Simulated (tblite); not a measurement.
Geometry relaxation, with input and output: C3H11BrOSi3 (part 4 of 4)

C3H11BrOSi3, SMILES C=C[C@H](Br)[SiH2][SiH2]O[SiH3]; GFN2-xTB geometry optimisation, gas phase (tblite 0.8.0). It belongs to a series of runs on one base structure; here: H on C replaced by vinyl.

Geometry of the input (Å):
```
C  -3.3454  -0.5124  -1.1065
C  -2.7903  0.5177  -0.4776
C  -1.6558  0.2244  0.4554
Br -1.8779  1.1673  2.1225
Si -0.0035  0.6674  -0.2877
Si 1.2672  -1.1612  -0.0339
O  2.6902  -1.0197  -0.9934
Si 3.6130  0.2306  -0.2428
H  -4.1831  -0.3813  -1.8011
H  -2.9555  -1.4990  -0.9003
H  -3.1216  1.5356  -0.6055
H  -1.6990  -0.8725  0.7012
H  0.5682  1.7732  0.4879
H  -0.1064  1.0808  -1.7031
H  1.7244  -1.1392  1.3838
H  0.4671  -2.3366  -0.3418
H  3.6712  -0.1130  1.2033
H  4.9259  0.3742  -0.8237
H  2.8015  1.4730  -0.3209
```

Trajectory as extended XYZ, continued
```
19
Properties=species:S:1:pos:R:3:forces:R:3 step=179 energy=-692.31840
C    -3.9168   -0.0886   -1.2865   -0.0060   0.0020  -0.0150
C    -3.1118    0.4140   -0.3662    0.0120  -0.0140   0.0110
C    -1.9586   -0.3077    0.2000   -0.0010  -0.0200  -0.0140
Br   -1.9989   -0.2098    2.1768   -0.0150  -0.0030  -0.0010
Si   -0.2763    0.4857   -0.3112   -0.0090   0.0350  -0.0090
Si    1.4568   -0.7129    0.6186   -0.0210  -0.0160  -0.0140
O     2.7447   -0.0052   -0.0676    0.0070  -0.0040  -0.0090
Si    4.3210    0.2722   -0.3271   -0.0030  -0.0080  -0.0040
H    -4.7174    0.4856   -1.7196    0.0130  -0.0010   0.0200
H    -3.7977   -1.0956   -1.6512    0.0000  -0.0150  -0.0060
H    -3.2479    1.4245   -0.0068   -0.0040   0.0100   0.0000
H    -2.0071   -1.3728   -0.0280   -0.0030   0.0200  -0.0030
H    -0.4169    1.8814    0.1422    0.0180  -0.0110  -0.0140
H    -0.3467    0.5469   -1.7856   -0.0150   0.0050   0.0230
H     1.6321   -0.6155    2.0692    0.0050  -0.0050   0.0280
H     1.4892   -2.1413    0.2613    0.0120   0.0250   0.0080
H     5.0283    0.1227    0.9411    0.0130  -0.0040   0.0020
H     4.7606   -0.7144   -1.3101    0.0020   0.0000   0.0020
H     4.3537    1.6401   -0.8332   -0.0070   0.0030  -0.0040
19
Properties=species:S:1:pos:R:3:forces:R:3 step=184 energy=-692.31925
C    -3.8935   -0.0921   -1.3113   -0.0060  -0.0140   0.0070
C    -3.1093    0.4055   -0.3703   -0.0130   0.0080  -0.0070
C    -1.9592   -0.3134    0.2036   -0.0020   0.0190   0.0030
Br   -2.0201   -0.2281    2.1798   -0.0120  -0.0100   0.0040
Si   -0.2810    0.5027   -0.2829    0.0080  -0.0200   0.0080
Si    1.4543   -0.6950    0.6474    0.0090   0.0180   0.0060
O     2.7353    0.0141   -0.0529    0.0000  -0.0100   0.0110
Si    4.3103    0.2577   -0.3508    0.0090   0.0090  -0.0050
H    -4.6919    0.4813   -1.7483    0.0020   0.0010   0.0040
H    -3.7617   -1.0951   -1.6838   -0.0010   0.0030  -0.0090
H    -3.2605    1.4115   -0.0027    0.0040  -0.0070  -0.0020
H    -1.9999   -1.3754   -0.0336    0.0080  -0.0180  -0.0050
H    -0.4391    1.8872    0.1893    0.0190   0.0380   0.0070
H    -0.3449    0.5898   -1.7554   -0.0040  -0.0050   0.0040
H     1.6477   -0.6048    2.0990   -0.0110   0.0120  -0.0200
H     1.4889   -2.1224    0.2937    0.0020  -0.0080  -0.0060
H     5.0480    0.1111    0.9009    0.0000  -0.0100  -0.0030
H     4.7105   -0.7457   -1.3337    0.0010   0.0000   0.0050
H     4.3565    1.6202   -0.8720   -0.0110  -0.0070  -0.0020
19
Properties=species:S:1:pos:R:3:forces:R:3 step=190 energy=-692.32044
C    -3.8745   -0.0987   -1.3366    0.0030   0.0240  -0.0140
C    -3.1070    0.3942   -0.3801    0.0190  -0.0200   0.0230
C    -1.9605   -0.3224    0.2034    0.0180  -0.0010   0.0150
Br   -2.0608   -0.2761    2.1798   -0.0050  -0.0040   0.0010
Si   -0.2855    0.5244   -0.2407    0.0000   0.0300   0.0180
Si    1.4561   -0.6674    0.6814   -0.0080  -0.0170   0.0080
O     2.7293    0.0312   -0.0406    0.0410   0.0060  -0.0160
Si    4.3008    0.2401   -0.3842   -0.0160  -0.0060   0.0200
H    -4.6643    0.4810   -1.7790   -0.0330  -0.0070  -0.0130
H    -3.7312   -1.0945   -1.7226   -0.0020  -0.0090  -0.0010
H    -3.2677    1.3948   -0.0032   -0.0120   0.0030  -0.0020
H    -1.9814   -1.3817   -0.0528   -0.0010   0.0170  -0.0060
H    -0.4510    1.9027    0.2581    0.0030  -0.0290  -0.0130
H    -0.3406    0.6384   -1.7112    0.0040   0.0030  -0.0070
H     1.6640   -0.5547    2.1282   -0.0070   0.0080   0.0010
H     1.4879   -2.1002    0.3475   -0.0030   0.0010  -0.0020
H     5.0634    0.0858    0.8518    0.0060   0.0040  -0.0100
H     4.6591   -0.7836   -1.3627   -0.0020   0.0080  -0.0010
H     4.3540    1.5961   -0.9206   -0.0020  -0.0100  -0.0010
19
Properties=species:S:1:pos:R:3:forces:R:3 step=195 energy=-692.32096
C    -3.8693   -0.1003   -1.3486   -0.0030  -0.0130   0.0020
C    -3.1046    0.3895   -0.3875   -0.0030   0.0080  -0.0110
C    -1.9572   -0.3252    0.1976   -0.0070  -0.0020  -0.0040
Br   -2.0809   -0.3075    2.1734    0.0000  -0.0040   0.0000
Si   -0.2838    0.5374   -0.2188    0.0070   0.0000  -0.0040
Si    1.4579   -0.6536    0.7043    0.0070   0.0030  -0.0050
O     2.7310    0.0507   -0.0146   -0.0060  -0.0110   0.0050
Si    4.2956    0.2303   -0.3987    0.0040  -0.0040  -0.0010
H    -4.6646    0.4748   -1.7896    0.0070  -0.0050   0.0060
H    -3.7247   -1.0963   -1.7363    0.0020   0.0170   0.0080
H    -3.2676    1.3898   -0.0096   -0.0140  -0.0090   0.0040
H    -1.9686   -1.3805   -0.0743    0.0000   0.0070   0.0020
H    -0.4589    1.9063    0.2967   -0.0040   0.0020  -0.0060
H    -0.3281    0.6680   -1.6889    0.0060   0.0060   0.0020
H     1.6630   -0.5352    2.1509   -0.0030   0.0010   0.0020
H     1.4942   -2.0861    0.3702   -0.0040   0.0020   0.0030
H     5.0881    0.0769    0.8177    0.0090   0.0010   0.0040
H     4.6129   -0.8083   -1.3755    0.0040   0.0030  -0.0040
H     4.3556    1.5786   -0.9526   -0.0020  -0.0030  -0.0010
19
Properties=species:S:1:pos:R:3:forces:R:3 step=200 energy=-692.32129
C    -3.8611   -0.0948   -1.3577    0.0020   0.0050  -0.0020
C    -3.1093    0.3864   -0.3824   -0.0050  -0.0040   0.0080
C    -1.9594   -0.3285    0.1987    0.0070   0.0100  -0.0070
Br   -2.0884   -0.3329    2.1746    0.0060   0.0010  -0.0120
Si   -0.2859    0.5393   -0.2118   -0.0090   0.0010   0.0040
Si    1.4602   -0.6414    0.7165   -0.0140  -0.0060   0.0050
O     2.7299    0.0518   -0.0178    0.0150   0.0010   0.0060
Si    4.2944    0.2230   -0.4065    0.0070  -0.0040  -0.0140
H    -4.6597    0.4790   -1.7939   -0.0010  -0.0010   0.0030
H    -3.6999   -1.0798   -1.7646    0.0020  -0.0030   0.0030
H    -3.2900    1.3760    0.0151   -0.0010  -0.0090   0.0000
H    -1.9656   -1.3806   -0.0845   -0.0030  -0.0040   0.0010
H    -0.4711    1.9085    0.2978   -0.0010   0.0090   0.0040
H    -0.3223    0.6682   -1.6816   -0.0010   0.0030  -0.0070
H     1.6712   -0.5052    2.1606   -0.0020   0.0020   0.0020
H     1.4948   -2.0774    0.3993   -0.0050  -0.0050   0.0030
H     5.0941    0.0669    0.8057   -0.0040   0.0050  -0.0070
H     4.6008   -0.8180   -1.3845    0.0060   0.0020   0.0020
H     4.3575    1.5688   -0.9670    0.0000  -0.0050   0.0090
19
Properties=species:S:1:pos:R:3:forces:R:3 step=206 energy=-692.32167
C    -3.8412   -0.0919   -1.3756    0.0010  -0.0010   0.0130
C    -3.1106    0.3769   -0.3783   -0.0050  -0.0030  -0.0070
C    -1.9556   -0.3341    0.1965    0.0020  -0.0040   0.0050
Br   -2.0910   -0.3674    2.1707    0.0070   0.0040   0.0030
Si   -0.2883    0.5533   -0.1969    0.0010   0.0080  -0.0050
Si    1.4561   -0.6223    0.7425    0.0030   0.0010  -0.0040
O     2.7334    0.0623    0.0121   -0.0070  -0.0140   0.0010
Si    4.2871    0.2096   -0.4259   -0.0040   0.0030   0.0090
H    -4.6434    0.4794   -1.8077   -0.0100  -0.0010  -0.0040
H    -3.6588   -1.0652   -1.8015    0.0010   0.0040  -0.0070
H    -3.3131    1.3526    0.0421    0.0050  -0.0030  -0.0050
H    -1.9511   -1.3828   -0.1001    0.0030   0.0050  -0.0060
H    -0.4874    1.9189    0.3179   -0.0050   0.0010   0.0070
H    -0.3150    0.6924   -1.6663   -0.0020  -0.0010  -0.0010
H     1.6623   -0.4729    2.1862    0.0000  -0.0020  -0.0010
H     1.4845   -2.0612    0.4351   -0.0010   0.0060   0.0070
H     5.1157    0.0551    0.7661    0.0060   0.0030   0.0010
H     4.5562   -0.8428   -1.4016    0.0040  -0.0070  -0.0090
H     4.3503    1.5495   -0.9992    0.0010   0.0030   0.0010
19
Properties=species:S:1:pos:R:3:forces:R:3 step=211 energy=-692.32189
C    -3.8326   -0.0911   -1.3841   -0.0050  -0.0050  -0.0150
C    -3.1130    0.3706   -0.3759    0.0070   0.0100   0.0070
C    -1.9540   -0.3355    0.1978   -0.0040   0.0030  -0.0120
Br   -2.0898   -0.3791    2.1717    0.0030   0.0010  -0.0050
Si   -0.2902    0.5621   -0.1902    0.0010  -0.0040   0.0060
Si    1.4537   -0.6136    0.7531   -0.0090   0.0010   0.0010
O     2.7325    0.0525    0.0094   -0.0090  -0.0040  -0.0020
Si    4.2837    0.2024   -0.4348    0.0110  -0.0080  -0.0100
H    -4.6381    0.4771   -1.8153    0.0060  -0.0020   0.0120
H    -3.6355   -1.0548   -1.8244   -0.0020  -0.0100  -0.0030
H    -3.3273    1.3388    0.0549   -0.0020   0.0110   0.0060
H    -1.9432   -1.3820   -0.1059    0.0070  -0.0040   0.0030
H    -0.4949    1.9247    0.3311   -0.0050  -0.0040   0.0000
H    -0.3159    0.7036   -1.6595    0.0010   0.0030   0.0030
H     1.6683   -0.4519    2.1947   -0.0030   0.0020  -0.0080
H     1.4722   -2.0559    0.4619   -0.0030   0.0020   0.0030
H     5.1168    0.0482    0.7536    0.0100   0.0010   0.0070
H     4.5507   -0.8490   -1.4135   -0.0020   0.0020   0.0030
H     4.3469    1.5422   -1.0085   -0.0030   0.0050   0.0020
19
Properties=species:S:1:pos:R:3:forces:R:3 step=217 energy=-692.32227
C    -3.8399   -0.0924   -1.3809    0.0050  -0.0010   0.0050
C    -3.1099    0.3693   -0.3798   -0.0100  -0.0060  -0.0020
C    -1.9472   -0.3386    0.1833    0.0030   0.0090   0.0040
Br   -2.0792   -0.4038    2.1579   -0.0040   0.0020  -0.0040
Si   -0.2870    0.5706   -0.1901   -0.0060  -0.0120  -0.0010
Si    1.4503   -0.6079    0.7594    0.0040   0.0020   0.0050
O     2.7319    0.0319   -0.0015    0.0120   0.0030  -0.0020
Si    4.2839    0.1952   -0.4386    0.0060   0.0080   0.0090
H    -4.6499    0.4758   -1.8025   -0.0040   0.0060   0.0010
H    -3.6485   -1.0564   -1.8234    0.0020  -0.0070  -0.0010
H    -3.3209    1.3372    0.0543    0.0050  -0.0020   0.0010
H    -1.9312   -1.3822   -0.1301   -0.0020   0.0000  -0.0020
H    -0.5015    1.9267    0.3433   -0.0020   0.0000  -0.0020
H    -0.3050    0.7232   -1.6579    0.0010   0.0080  -0.0030
H     1.6681   -0.4178    2.1968    0.0020  -0.0010   0.0010
H     1.4607   -2.0554    0.4972   -0.0080  -0.0010  -0.0010
H     5.1182    0.0450    0.7506   -0.0030  -0.0030  -0.0020
H     4.5577   -0.8514   -1.4197    0.0020   0.0010  -0.0040
H     4.3397    1.5403   -1.0022   -0.0010  -0.0070  -0.0020
19
Properties=species:S:1:pos:R:3:forces:R:3 step=222 energy=-692.32238
C    -3.8372   -0.0947   -1.3860   -0.0090  -0.0020   0.0010
C    -3.1104    0.3661   -0.3824    0.0070   0.0040   0.0030
C    -1.9461   -0.3395    0.1804   -0.0020  -0.0050  -0.0010
Br   -2.0853   -0.4159    2.1536   -0.0010   0.0010   0.0030
Si   -0.2878    0.5766   -0.1817    0.0030   0.0050  -0.0020
Si    1.4508   -0.6007    0.7676    0.0010   0.0010  -0.0030
O     2.7344    0.0258   -0.0015    0.0050  -0.0040   0.0030
Si    4.2846    0.1892   -0.4452   -0.0040   0.0020  -0.0010
H    -4.6490    0.4730   -1.8055    0.0020  -0.0030  -0.0030
H    -3.6423   -1.0572   -1.8304   -0.0020  -0.0020  -0.0040
H    -3.3235    1.3322    0.0537   -0.0020   0.0040   0.0040
H    -1.9257   -1.3813   -0.1388    0.0000  -0.0020   0.0000
H    -0.5098    1.9284    0.3602    0.0000  -0.0020  -0.0010
H    -0.3014    0.7425   -1.6480    0.0000   0.0030  -0.0030
H     1.6740   -0.4003    2.2024    0.0030   0.0010   0.0060
H     1.4492   -2.0505    0.5171   -0.0010   0.0020  -0.0030
H     5.1246    0.0388    0.7395   -0.0010  -0.0020   0.0040
H     4.5548   -0.8567   -1.4284   -0.0010   0.0000  -0.0010
H     4.3362    1.5333   -1.0106    0.0030   0.0010  -0.0030
```

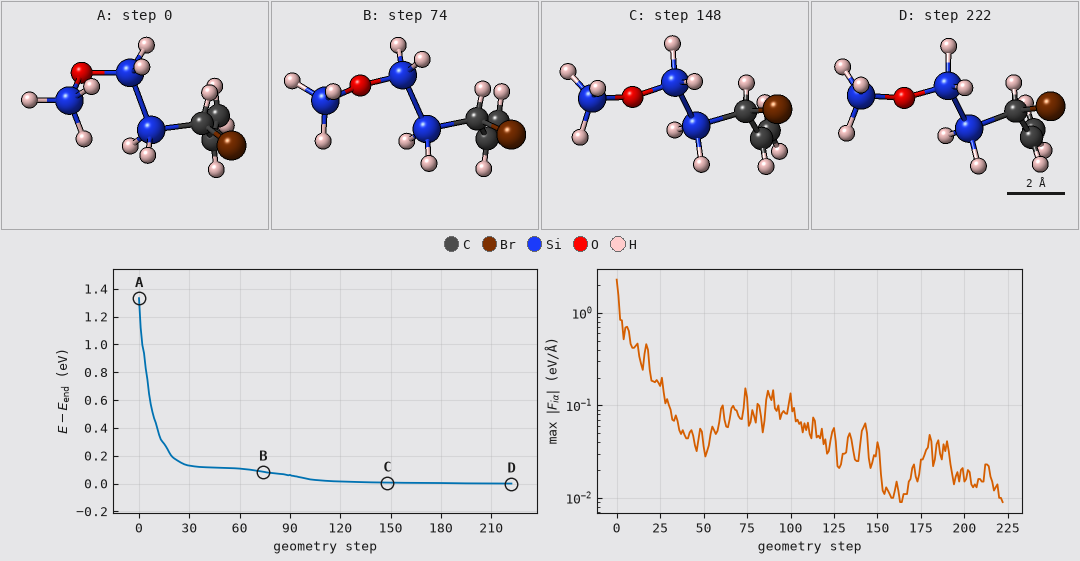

Frames of the relaxation (ball-and-stick view, seen at a tilt) above the curves, on which the letters mark them (steps are counted from 0).

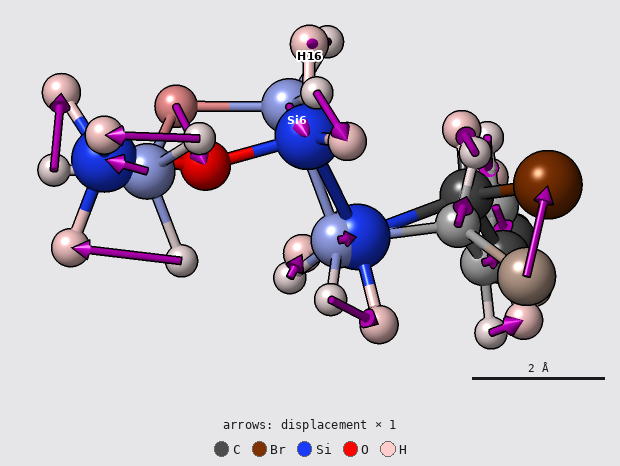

Start (faint) and end (solid) with the displacements as pink arrows, at true length (ball-and-stick view, seen at a tilt). The two geometries are laid on each other by the best rigid fit. After 222 geometry steps the energy has fallen by 1.333 eV. Largest force component: 2.3 eV/Å at the start, 0.009 eV/Å at the end. H19 moves most after the best rigid fit: 1.72 Å. By element the largest moves are H 1.72 Å, Br 1.48 Å, O 1.44 Å, Si 1.04 Å, C 0.69 Å. Among the contacts that change: O7–Si8 1.726 → 1.621 Å, Si6–O7 1.722 → 1.622 Å, C3–Si5 1.865 → 1.929 Å, Si5–Si6 2.241 → 2.304 Å. Among the angles that change: Si6–O7–Si8 105.0° → 157.8°, Si5–Si6–H15 105.6° → 116.6°, C3–Si5–H14 112.7° → 103.4°. (Atoms are counted from 1 in the order of the input.)

Summary

| quantity | value |
| --- | --- |
| outcome | converged |
| total energy | −692.3224 eV |
| wall time | 4.3 s |
| peak memory | 0.18 GiB |
